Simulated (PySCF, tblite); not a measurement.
# FH₈N₃Si₃: dynamics, then NMR shifts on frames

How do NMR shifts of FH₈N₃Si₃ (`F[SiH]1N[SiH2]N[SiH2]N1`) change as the atoms move?

Programs: tblite 0.8.0 and PySCF 2.14.0, with density-fitted response routines of our own. Each step states its level of theory. These are calculated values for one molecule in the gas phase, unless marked as measured. Atoms are numbered from 0 throughout.

**1. The molecule as given**

15 atoms, charge 0, multiplicity 1; geometry from: GFN2-xTB.

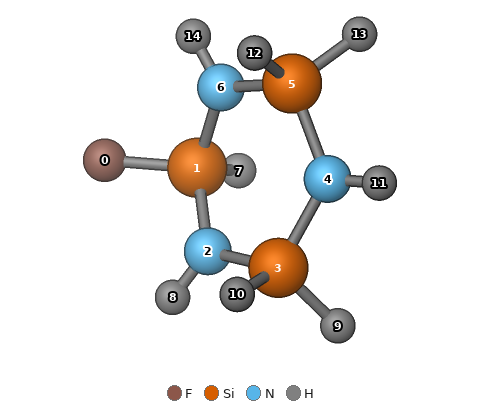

The starting geometry (fluorine brown, silicon orange, nitrogen blue, hydrogen grey), atoms numbered.

**2. Thermal motion with GFN2-xTB**

Job settings and geometry (Å):

```
{"job": {"kind": "md", "xc": "GFN2-xTB", "basis": "xTB", "temperature": 600, "steps": 2000, "every": 50, "frames": 5}, "charge": 0, "multiplicity": 1}
F     -1.870234    -2.008568     1.487915
Si    -1.206367    -1.224571     0.240405
N      0.484098    -1.505277     0.295937
Si     1.727480    -0.458188    -0.288331
N      0.943658     1.014923    -0.735131
Si    -0.463928     1.748232    -0.053380
N     -1.471421     0.451810     0.482530
H     -1.870668    -1.774247    -0.934035
H      0.778112    -2.408819     0.623215
H      2.345871    -0.993285    -1.509777
H      2.712805    -0.280323     0.788804
H      1.493877     1.624739    -1.314754
H     -0.161051     2.604193     1.103318
H     -1.111190     2.505503    -1.133614
H     -2.335456     0.711868     0.924985
```

Method: GFN2-xTB Langevin dynamics, gas phase.

Launch:

```console
OMP_NUM_THREADS=1 python probes_run.py task.json out
```

This one command runs all jobs of the session in turn.

The log of the run:

```text
t/fs     T/K      E/eV
    0.0   478.5   -625.54778
   25.0   285.6   -625.06461
   50.0   284.9   -625.03642
   75.0   278.1   -624.88320
  100.0   370.1   -624.67736
  125.0   485.4   -624.91677
  150.0   383.3   -624.91408
  175.0   470.8   -624.87232
  200.0   333.3   -624.77176
  225.0   311.0   -624.91878
  250.0   314.9   -624.78945
  275.0   439.6   -624.99530
  300.0   379.5   -624.71213
  325.0   449.9   -624.70982
  350.0   399.2   -624.76454
  375.0   525.1   -625.08133
  400.0   435.0   -624.71917
  425.0   426.4   -624.88212
  450.0   369.9   -624.91903
  475.0   443.5   -624.61125
  500.0   475.9   -624.67451
  525.0   375.5   -624.73599
  550.0   439.7   -624.91236
  575.0   414.7   -624.77425
  600.0   414.2   -624.76063
  625.0   571.9   -624.92099
  650.0   469.9   -624.96441
  675.0   413.9   -624.65193
  700.0   468.0   -624.50149
  725.0   659.1   -624.46354
  750.0   696.6   -624.36263
  775.0   931.0   -624.73719
  800.0   569.6   -624.61256
  825.0   596.8   -624.71882
  850.0   522.1   -624.61400
  875.0   633.3   -624.65132
  900.0   597.1   -624.57421
  925.0   604.4   -624.61549
  950.0   641.5   -624.31992
  975.0   800.2   -624.72790
 1000.0   539.3   -624.25883
```

It took 13 s on 1 thread of Arm Neoverse V2, shared host; peak memory 0.18 GiB.

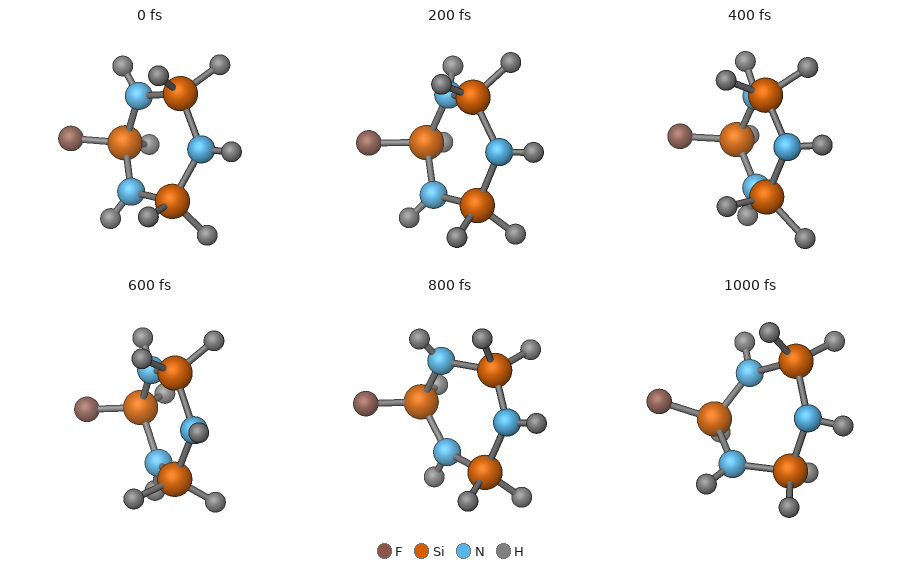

Frames of the run.

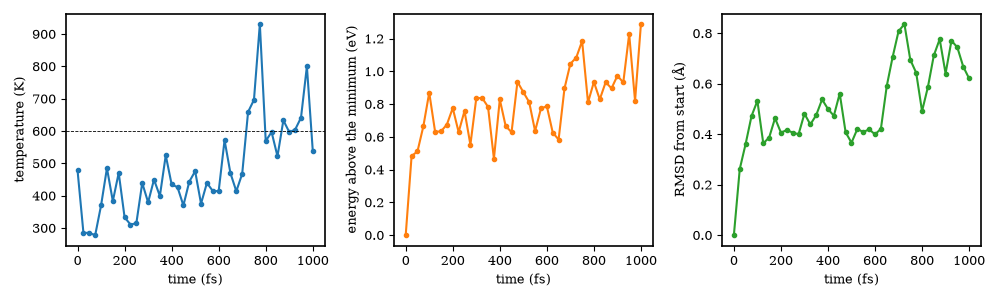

Temperature, potential energy and distance from the start.

Positions (Å) and forces (eV/Å) at 1000 fs:

```xyz
15

F    -1.545   -1.512    2.654    0.666    0.010   -1.411
Si   -1.010   -1.359    1.062    0.760   -0.275    0.716
N     0.747   -1.357    0.875    0.413   -0.986    2.312
Si    1.516   -0.559   -0.465   -1.012   -1.064    1.304
N     0.934    1.071   -0.432   -0.586    0.897   -1.637
Si   -0.760    1.638   -0.177    0.481   -1.880    1.376
N    -1.577    0.121    0.456   -0.226    2.529   -0.927
H    -1.629   -2.428    0.259    0.135    0.042    0.410
H     1.368   -1.714    1.696   -1.701    0.909   -1.954
H     0.733   -1.254   -1.520    0.756    0.077   -0.224
H     2.954   -0.632   -0.129   -0.345    0.093   -0.435
H     1.290    1.321   -1.376   -0.478    0.821    0.907
H    -0.784    2.585    1.097    0.116   -0.588   -1.422
H    -1.521    1.931   -1.461    0.518    0.086    0.752
H    -2.569    0.369    0.507    0.502   -0.670    0.233
```

**3. Nuclear shieldings: 250 fs, PBE0/pcSseg-1**

Job settings and geometry (Å):

```
{"job": {"kind": "nmr", "xc": "PBE0", "basis": "pcSseg-1", "pop": false}, "charge": 0, "multiplicity": 1}
F     -2.137100    -1.884900     1.342400
Si    -1.534900    -1.256400    -0.030200
N      0.223300    -1.612700    -0.060200
Si     1.405300    -0.426400    -0.571300
N      0.890600     1.284400    -0.491200
Si    -0.633100     1.789100     0.267100
N     -1.717500     0.435300     0.070100
H     -2.290600    -1.830600    -1.114300
H      0.410600    -2.472800     0.299600
H      2.022800    -0.690300    -1.788400
H      2.430900    -0.857600     0.553900
H      1.661200     1.859400    -0.243000
H     -0.530200     2.122300     1.720600
H     -1.299900     2.884300    -0.563300
H     -2.640800     0.749300     0.048800
```

Method: GIAO PBE0/pcSseg-1 NMR shielding, non-relativistic, gas phase.

The log of the run:

```text
coarse grid: 14104 points
cycle   1  E = -1136.7076901690  dE =  6.824e-01  |g| = 8.472e-01  |ddm| = 3.694e+00
cycle   2  E = -1136.5829658054  dE =  1.247e-01  |g| = 1.185e+00  |ddm| = 1.515e+00
cycle   3  E = -1136.8413478779  dE = -2.584e-01  |g| = 5.441e-02  |ddm| = 9.487e-01
cycle   4  E = -1136.8417532022  dE = -4.053e-04  |g| = 2.970e-02  |ddm| = 6.868e-02
cycle   5  E = -1136.8418996207  dE = -1.464e-04  |g| = 9.772e-03  |ddm| = 2.632e-02
cycle   6  E = -1136.8419187680  dE = -1.915e-05  |g| = 1.107e-03  |ddm| = 8.430e-03
cycle   7  E = -1136.8419190168  dE = -2.488e-07  |g| = 4.473e-04  |ddm| = 1.450e-03
final grid: 123336 points
cycle   8  E = -1136.8783645348  dE = -1.861e-05  |g| = 7.801e-03  |ddm| = 1.564e-02
cycle   9  E = -1136.8783508941  dE =  1.364e-05  |g| = 1.121e-02  |ddm| = 1.447e-02
cycle  10  E = -1136.8783768695  dE = -2.598e-05  |g| = 4.786e-04  |ddm| = 8.732e-03
cycle  11  E = -1136.8783768920  dE = -2.255e-08  |g| = 2.594e-04  |ddm| = 4.771e-04
cycle  12  E = -1136.8783769032  dE = -1.116e-08  |g| = 3.398e-05  |ddm| = 1.894e-04
cycle  13  E = -1136.8783769034  dE = -1.744e-10  |g| = 1.205e-05  |ddm| = 3.385e-05
converged SCF energy = -1136.8783769034

GIAO shielding tensors (ppm)
atom      isotropic    diamagn.    paramagn.     s11        s22        s33       span
  0 F      304.795     468.889    -164.094    263.707    281.048    369.630    105.923
  1 Si     382.048     879.186    -497.138    363.146    383.934    399.063     35.917
  2 N      235.336     328.714     -93.378    206.065    220.453    279.489     73.424
  3 Si     381.457     879.411    -497.955    339.762    370.959    433.648     93.886
  4 N      251.314     325.262     -73.948    209.690    250.897    293.356     83.666
  5 Si     378.505     879.574    -501.069    352.263    371.247    412.003     59.740
  6 N      228.573     325.794     -97.220    193.847    231.796    260.076     66.229
  7 H       26.636      28.891      -2.255     23.308     23.503     33.099      9.791
  8 H       32.556      35.063      -2.507     24.717     28.569     44.381     19.664
  9 H       26.893      29.801      -2.908     22.804     24.874     33.000     10.197
 10 H       24.944      28.314      -3.370     21.006     23.339     30.487      9.481
 11 H       32.631      31.756       0.874     24.217     27.903     45.772     21.555
 12 H       25.526      28.887      -3.361     22.261     23.374     30.944      8.683
 13 H       25.620      27.580      -1.960     22.060     23.390     31.409      9.349
 14 H       32.366      31.898       0.468     24.438     28.592     44.069     19.631
```

Run time: 25 s. Hardware: 1 thread of Arm Neoverse V2, shared host; peak memory 0.82 GiB.

The references, computed at this level on geometries of the same kind, shield at (ppm): 1H TMS 31.72, 29Si TMS 349.2, 19F CFCl3 170.9, 15N NH3 267.7. Their shielding less the atom's gives the shift. The references are single molecules in the gas phase, so shifts against H2O, NH3, PH3, H3PO4 or CFCl3 are not on the usual liquid scales and can be off by tens of ppm. Each atom is listed at this fixed geometry, with no averaging over motion; a spectrum would average atoms that exchange fast.

```csv
atoms,environment,σ (ppm),δ (ppm)
H10,"hydrogen on a silicon bonded to 2 N, in a 6-membered ring",24.94,6.77
H12,"hydrogen on a silicon bonded to 2 N, in a 6-membered ring",25.53,6.19
H13,"hydrogen on a silicon bonded to 2 N, in a 6-membered ring",25.62,6.10
H7,"hydrogen on a silicon bonded to F, 2 N, in a 6-membered ring",26.64,5.08
H9,"hydrogen on a silicon bonded to 2 N, in a 6-membered ring",26.89,4.82
H14,"hydrogen on a nitrogen bonded to 2 Si, in a 6-membered ring",32.37,-0.65
H8,"hydrogen on a nitrogen bonded to 2 Si, in a 6-membered ring",32.56,-0.84
H11,"hydrogen on a nitrogen bonded to 2 Si, in a 6-membered ring",32.63,-0.91
F0,fluorine bonded to Si,304.8,-133.8
Si5,"silicon bonded to 2 N, 2 H, in a 6-membered ring",378.5,-29.3
Si3,"silicon bonded to 2 N, 2 H, in a 6-membered ring",381.5,-32.3
Si1,"silicon bonded to F, 2 N, H, in a 6-membered ring",382.0,-32.9
N6,"nitrogen bonded to 2 Si, H, in a 6-membered ring",228.6,39.2
N2,"nitrogen bonded to 2 Si, H, in a 6-membered ring",235.3,32.4
N4,"nitrogen bonded to 2 Si, H, in a 6-membered ring",251.3,16.4
```

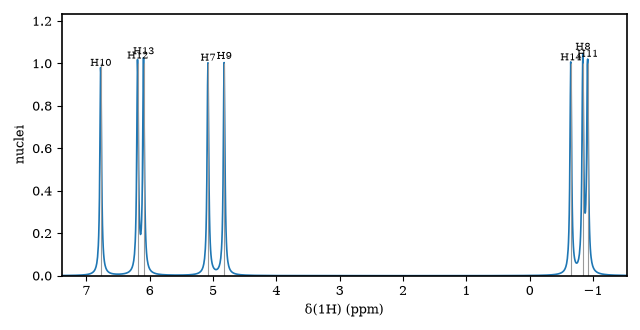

1H lines at the computed shifts, without couplings. Lines are broadened to a width of 0.03 ppm (Lorentzian).

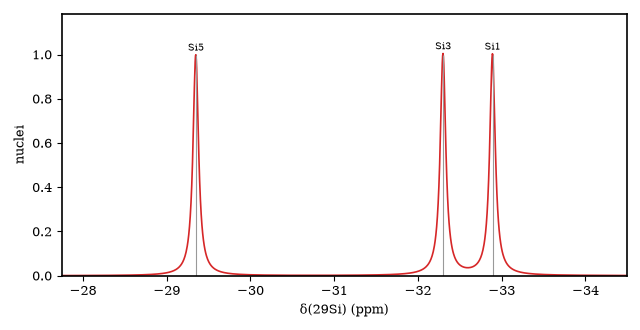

29Si lines at the computed shifts, without couplings. Lines are broadened to a width of 0.08 ppm (Lorentzian).

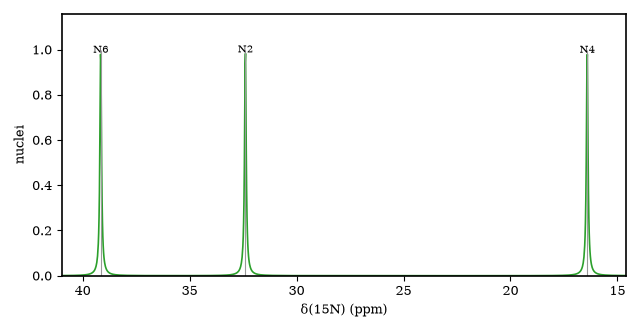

15N lines at the computed shifts, without couplings. Lines are broadened to a width of 0.09 ppm (Lorentzian).

Ring of atoms Si1, N2, Si3, N4, Si5, N6: NICS(0) -2.9, NICS(1) -1.1, NICS(1)zz 3.6 ppm (means of both faces).

Orbitals, density, ELF and potential are computed afterwards from the orbital file.

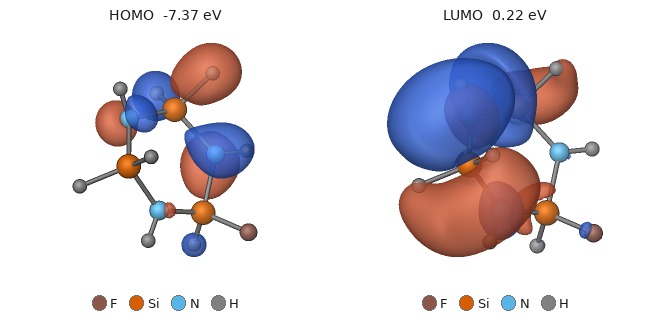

Frontier orbitals at PBE0/pcSseg-1; each surface holds 70 % of the orbital's density, blue and red mark the sign.

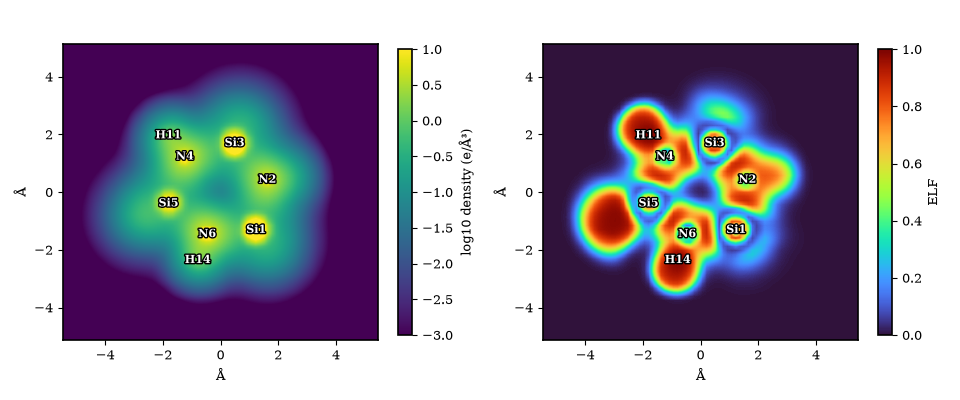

Density (left) and ELF (right) in a plane through or near 8 of the atoms.

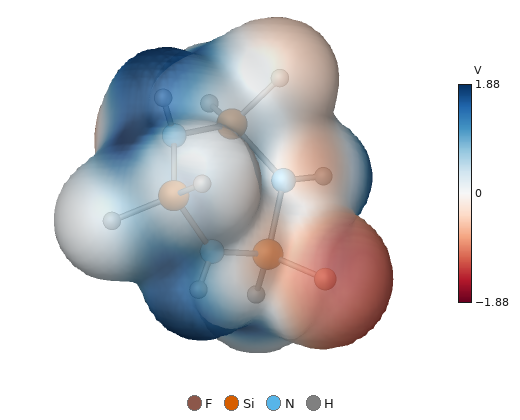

Electrostatic potential on the surface of density 0.002 e/bohr³; red is low, blue high. It runs, from the 1st to the 99th percentile, from -1.20 V near F0 to 1.88 V near H11.

**4. Nuclear shieldings: 425 fs, PBE0/pcSseg-1**

Job settings and geometry (Å):

```
{"job": {"kind": "nmr", "xc": "PBE0", "basis": "pcSseg-1", "pop": false}, "charge": 0, "multiplicity": 1}
F     -1.943100    -2.068400     1.437600
Si    -1.565300    -1.352100    -0.002800
N      0.123900    -1.620800    -0.323000
Si     1.579100    -0.660700     0.035200
N      1.054700     0.960500     0.051100
Si    -0.545200     1.547300     0.547300
N     -1.742600     0.316700     0.115100
H     -2.622100    -1.706900    -0.921800
H      0.292300    -2.617300    -0.371200
H      2.203900    -0.725900    -1.161000
H      2.333400    -1.080300     1.254500
H      1.325600     1.526900    -0.717600
H     -0.510700     1.729500     2.018300
H     -0.874800     2.725700    -0.255500
H     -2.640400     0.694000     0.051500
```

Level: GIAO PBE0/pcSseg-1 NMR shielding, non-relativistic, gas phase.

The log of the run:

```text
coarse grid: 14104 points
cycle   1  E = -1136.7033834476  dE =  7.798e-01  |g| = 8.717e-01  |ddm| = 3.694e+00
cycle   2  E = -1136.5662473377  dE =  1.371e-01  |g| = 1.228e+00  |ddm| = 1.640e+00
cycle   3  E = -1136.8466479579  dE = -2.804e-01  |g| = 5.356e-02  |ddm| = 1.028e+00
cycle   4  E = -1136.8469825725  dE = -3.346e-04  |g| = 3.234e-02  |ddm| = 6.679e-02
cycle   5  E = -1136.8471574902  dE = -1.749e-04  |g| = 9.838e-03  |ddm| = 2.975e-02
cycle   6  E = -1136.8471768307  dE = -1.934e-05  |g| = 9.331e-04  |ddm| = 8.916e-03
cycle   7  E = -1136.8471770108  dE = -1.801e-07  |g| = 3.869e-04  |ddm| = 1.344e-03
final grid: 123336 points
cycle   8  E = -1136.8832471645  dE = -1.676e-05  |g| = 7.585e-03  |ddm| = 1.687e-02
cycle   9  E = -1136.8832346689  dE =  1.250e-05  |g| = 1.084e-02  |ddm| = 1.409e-02
cycle  10  E = -1136.8832588747  dE = -2.421e-05  |g| = 4.737e-04  |ddm| = 8.368e-03
cycle  11  E = -1136.8832588955  dE = -2.078e-08  |g| = 2.661e-04  |ddm| = 4.743e-04
cycle  12  E = -1136.8832589058  dE = -1.027e-08  |g| = 3.333e-05  |ddm| = 1.862e-04
cycle  13  E = -1136.8832589059  dE = -1.630e-10  |g| = 1.087e-05  |ddm| = 3.597e-05
converged SCF energy = -1136.8832589059

GIAO shielding tensors (ppm)
atom      isotropic    diamagn.    paramagn.     s11        s22        s33       span
  0 F      285.791     469.544    -183.754    239.611    256.086    361.675    122.064
  1 Si     386.796     879.783    -492.987    354.587    384.389    421.413     66.825
  2 N      227.752     324.869     -97.117    207.605    222.673    252.979     45.373
  3 Si     384.083     881.285    -497.202    362.397    385.595    404.256     41.859
  4 N      248.554     327.052     -78.498    221.981    252.720    270.960     48.980
  5 Si     380.763     880.799    -500.035    360.384    383.317    398.588     38.203
  6 N      220.447     326.844    -106.397    193.214    225.264    242.863     49.649
  7 H       26.714      28.960      -2.245     22.664     24.011     33.469     10.805
  8 H       32.079      30.301       1.779     24.489     28.250     43.500     19.011
  9 H       27.414      31.951      -4.537     23.515     25.162     33.564     10.049
 10 H       25.814      28.660      -2.846     22.012     23.830     31.598      9.586
 11 H       30.949      34.021      -3.072     23.151     27.439     42.256     19.105
 12 H       25.910      29.356      -3.446     22.088     24.229     31.414      9.327
 13 H       26.600      29.789      -3.189     22.959     24.431     32.410      9.451
 14 H       32.271      32.902      -0.630     25.190     28.323     43.302     18.112
```

It took 18 s on 1 thread of Arm Neoverse V2, shared host; peak memory 0.84 GiB.

Key values: δ F0 -114.8, Si5 -31.6, Si3 -34.9, Si1 -37.6, H10 5.90, H12 5.81 ppm.

**5. Shielding tensors: 625 fs, PBE0/pcSseg-1**

Job settings and geometry (Å):

```
{"job": {"kind": "nmr", "xc": "PBE0", "basis": "pcSseg-1", "pop": false}, "charge": 0, "multiplicity": 1}
F     -2.166500    -1.778100     1.415300
Si    -1.790700    -0.827800     0.102900
N     -0.264900    -1.283700    -0.356000
Si     1.179900    -0.436100    -0.011100
N      0.993000     1.256900    -0.147000
Si    -0.444300     2.029100     0.466900
N     -1.699300     0.847600     0.617800
H     -2.868000    -0.945800    -0.923800
H     -0.127100    -2.276100    -0.482800
H      2.359700    -0.779300    -0.989900
H      1.739300    -0.913800     1.212700
H      1.734500     1.897700    -0.029500
H     -0.315800     2.675800     1.855500
H     -0.834100     3.211900    -0.454300
H     -2.593300     1.178700     0.866300
```

With the program's defaults for keys left out, this is: GIAO PBE0/pcSseg-1 NMR shielding, non-relativistic, gas phase.

The log of the run:

```text
coarse grid: 14104 points
cycle   1  E = -1136.7215526892  dE =  7.919e-01  |g| = 8.451e-01  |ddm| = 3.695e+00
cycle   2  E = -1136.6023154591  dE =  1.192e-01  |g| = 1.180e+00  |ddm| = 1.436e+00
cycle   3  E = -1136.8526986346  dE = -2.504e-01  |g| = 7.237e-02  |ddm| = 9.105e-01
cycle   4  E = -1136.8533211868  dE = -6.226e-04  |g| = 3.922e-02  |ddm| = 7.427e-02
cycle   5  E = -1136.8535764750  dE = -2.553e-04  |g| = 9.051e-03  |ddm| = 3.163e-02
cycle   6  E = -1136.8535933229  dE = -1.685e-05  |g| = 1.217e-03  |ddm| = 9.209e-03
cycle   7  E = -1136.8535936520  dE = -3.291e-07  |g| = 4.207e-04  |ddm| = 1.705e-03
final grid: 123336 points
cycle   8  E = -1136.8900864164  dE = -1.713e-05  |g| = 7.498e-03  |ddm| = 1.511e-02
cycle   9  E = -1136.8900748306  dE =  1.159e-05  |g| = 1.059e-02  |ddm| = 1.293e-02
cycle  10  E = -1136.8900978028  dE = -2.297e-05  |g| = 4.412e-04  |ddm| = 7.787e-03
cycle  11  E = -1136.8900978217  dE = -1.890e-08  |g| = 2.653e-04  |ddm| = 4.693e-04
cycle  12  E = -1136.8900978322  dE = -1.050e-08  |g| = 3.253e-05  |ddm| = 1.788e-04
cycle  13  E = -1136.8900978324  dE = -1.760e-10  |g| = 1.016e-05  |ddm| = 3.703e-05
converged SCF energy = -1136.8900978324

GIAO shielding tensors (ppm)
atom      isotropic    diamagn.    paramagn.     s11        s22        s33       span
  0 F      290.693     469.308    -178.615    246.980    252.902    372.196    125.215
  1 Si     382.817     879.427    -496.610    359.497    385.616    403.339     43.842
  2 N      236.504     326.279     -89.774    212.177    229.885    267.450     55.272
  3 Si     389.991     880.541    -490.551    361.379    365.843    442.750     81.371
  4 N      258.462     324.486     -66.023    224.944    243.321    307.122     82.179
  5 Si     380.583     878.926    -498.343    339.973    368.044    433.731     93.758
  6 N      231.508     326.240     -94.732    214.660    218.627    261.238     46.579
  7 H       26.010      27.857      -1.847     22.427     23.191     32.413      9.986
  8 H       31.146      30.893       0.252     23.249     26.953     43.236     19.987
  9 H       25.418      27.923      -2.505     22.013     23.339     30.902      8.889
 10 H       26.405      30.789      -4.384     23.069     24.458     31.688      8.619
 11 H       32.621      31.480       1.141     24.156     27.421     46.286     22.130
 12 H       25.410      27.444      -2.034     22.130     23.290     30.809      8.679
 13 H       25.361      27.077      -1.715     22.277     23.013     30.794      8.517
 14 H       32.262      30.573       1.689     24.143     28.463     44.181     20.038
```

It took 18 s on 1 thread of Arm Neoverse V2, shared host; peak memory 0.84 GiB.

In short: δ F0 -119.7, Si5 -31.4, Si1 -33.7, Si3 -40.8, H13 6.36, H12 6.31 ppm.

[end of part 1 of 2]
